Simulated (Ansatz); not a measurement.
# CH6ClSi2 (SMILES C[Si]([SiH3])Cl): UHF/def2-SVP

What is the electronic atomisation energy of CH6ClSi2 at UHF/def2-SVP? 

The calculation is run with Ansatz 0.2.0.

44 further runs of the same task are left out: 44 set aside as unsound or not needed.

### 1 The system as given

CH6ClSi2: 10 atoms, total charge 0, spin state doublet. SMILES: `C[Si]([SiH3])Cl`. The shape is that of a PBE0-D4/def2-TZVP optimisation.

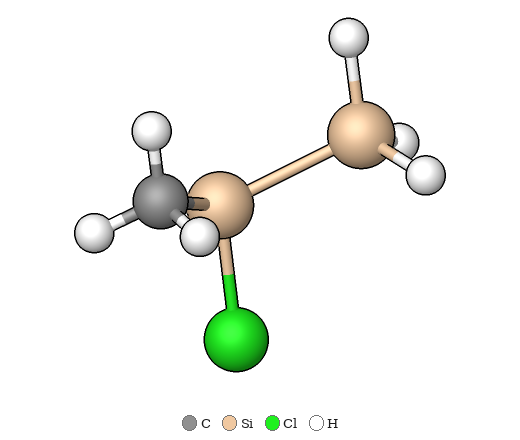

The structure, seen from a chosen angle (carbon grey, silicon light orange, chlorine green, hydrogen white).

### 2 The energy at UHF/def2-SVP

File job.yaml:

```yaml
crystal:
  periodic: [false, false, false]
  atoms:
    - {symbol: C, position_ang: [-0.817600, 1.375900, -0.759000]}
    - {symbol: Si, position_ang: [-0.393400, -0.447400, -0.745400]}
    - {symbol: Si, position_ang: [1.253500, -1.073900, 0.791400]}
    - {symbol: Cl, position_ang: [-2.123100, -1.512600, -0.330000]}
    - {symbol: H, position_ang: [0.078700, 1.966200, -0.965000]}
    - {symbol: H, position_ang: [-1.223500, 1.680800, 0.209700]}
    - {symbol: H, position_ang: [-1.561600, 1.592100, -1.528300]}
    - {symbol: H, position_ang: [1.490500, -2.535600, 0.676400]}
    - {symbol: H, position_ang: [0.871400, -0.750900, 2.195100]}
    - {symbol: H, position_ang: [2.508200, -0.345800, 0.457800]}
basis:
  gaussian: {orbitals: def2-SVP}
accuracy: high
output: {orbitals: {seedname: orbitals}}
hamiltonian: {xc: hf}
magnetization: {spin_polarized: true, initial_magnetization: 1}
```

The run is started by

```bash
ansatz run job.yaml --threads 1 --pin off --max-ram 3480MiB --events-out events.jsonl --progress --plain --runs-dir runs
```

Output:

```text
Warning: RAYON_NUM_THREADS=1 ignored (pool sized by the plan → 1); use --threads N
Functional definition: HF
  name "HF"
  exchange = exact_x
  correlation = 0
2141 factors; integrals over basis functions are off by at most 2.1e-8 eV
mean field evaluation 1: about -29342.1328 eV, gradient 1.7e1 eV
mean field evaluation 2: about -29342.1408 eV, gradient 1.7e1 eV
mean field evaluation 4: about -29344.4066 eV, gradient 2.1e0 eV
mean field evaluation 8: about -29344.4728 eV, gradient 2.6e-3 eV
mean field -29344.47280983 eV, -1078.3894853632 hartree, gradient 2.6e-8 eV, S^2 0.756209; 0 other end points of the search recorded, 0 dependent functions left out
reference -29344.47280983 eV, -1078.3894853632 hartree; 29, 28 occupied and 69, 70 virtual orbitals, 2141 factors
Total energy: -29344.47280983 eV, -1078.3894853632 hartree
```

Run time: 4.5 s. Hardware: 1 thread of Arm Neoverse V2, shared host; peak memory 0.41 GiB.

### 3 The C atom at the same level

File molecule.yaml:

```yaml
crystal:
  periodic: [false, false, false]
  atoms:
    - {symbol: C, position_ang: [0.000000, 0.000000, 0.000000]}
basis:
  gaussian:
    orbitals: def2-SVP
magnetization:
  spin_polarized: true
  initial_magnetization: 2
hamiltonian:
  xc: hf
accuracy: high
```

The run is started by

```bash
ansatz run molecule.yaml --threads 1 --pin off --max-ram 3480MiB --events-out events.jsonl --progress --plain --runs-dir runs
```

Output:

```text
Warning: RAYON_NUM_THREADS=1 ignored (pool sized by the plan → 1); use --threads N
[... 4 set-up lines as earlier in the session ...]
95 factors; integrals over basis functions are off by at most 1.9e-9 eV
mean field evaluation 1: about -1024.0862 eV, gradient 6.0e0 eV
mean field evaluation 2: about -1024.0867 eV, gradient 6.0e0 eV
mean field evaluation 4: about -1024.3783 eV, gradient 2.4e-1 eV
mean field evaluation 8: about -1024.3789 eV, gradient 1.6e-4 eV
mean field evaluation 16: about -1024.3792 eV, gradient 1.4e-2 eV
mean field -1024.37889008 eV, -37.6452298613 hartree, gradient 4.4e-9 eV, S^2 2.006584; 0 other end points of the search recorded, 0 dependent functions left out
reference -1024.37889008 eV, -37.6452298613 hartree; 4, 2 occupied and 10, 12 virtual orbitals, 95 factors
Total energy: -1024.37889008 eV, -37.6452298613 hartree
```

It took 0.04 s on 1 thread of Arm Neoverse V2, shared host.

### 4 The Cl atom, same level

File in.yaml:

```yaml
crystal:
  periodic: [false, false, false]
  atoms:
    - {symbol: Cl, position_ang: [0.000000, 0.000000, 0.000000]}
basis:
  gaussian:
    orbitals: def2-SVP
magnetization:
  spin_polarized: true
  initial_magnetization: 1
hamiltonian:
  xc: hf
accuracy: high
```

Run the same way, it converges to -459.31930 Eh (log not shown).

### 5 The H atom

File in.yaml:

```yaml
basis:
  gaussian:
    orbitals: def2-SVP
crystal:
  periodic: [false, false, false]
  atoms:
    - {symbol: H, position_ang: [0.000000, 0.000000, 0.000000]}
magnetization:
  spin_polarized: true
  initial_magnetization: 1
hamiltonian:
  xc: hf
accuracy: high
```

Run the same way, it converges to -0.49928 Eh (log not shown).

### 6 The Si atom at the same level

File molecule.yaml:

```yaml
basis:
  gaussian: {orbitals: def2-SVP}
crystal:
  periodic: [false, false, false]
  atoms:
    - symbol: Si
      position_ang: [0.000000, 0.000000, 0.000000]
hamiltonian: {xc: hf}
magnetization: {spin_polarized: true, initial_magnetization: 2}
accuracy: high
```

Run the same way, it converges to -288.75313 Eh (log not shown).

### 7 Results

At UHF/def2-SVP:

```
                                    quantity           value
                      molecule: total energy  -1078.38949 Eh
molecule: HOMO energy (highest over α and β)        -8.60 eV
 molecule: LUMO energy (lowest over α and β)         1.21 eV
                              molecule: ⟨S²⟩           0.756
                        C atom: total energy    -37.64523 Eh
                                C atom: ⟨S²⟩           2.007
                       Cl atom: total energy   -459.31930 Eh
                               Cl atom: ⟨S²⟩           0.755
                        H atom: total energy     -0.49928 Eh
                                H atom: ⟨S²⟩           0.750
                       Si atom: total energy   -288.75313 Eh
                               Si atom: ⟨S²⟩           2.009
               electronic atomisation energy       25.117 eV
```

In words: Taking the molecule apart into free atoms costs 25.12 eV (579 kcal/mol), before zero-point energy and without spin-orbit coupling. Hartree–Fock lacks the correlation of the bonding pairs, which as a rule makes this value much too low; in minimal bases other errors can mask that.
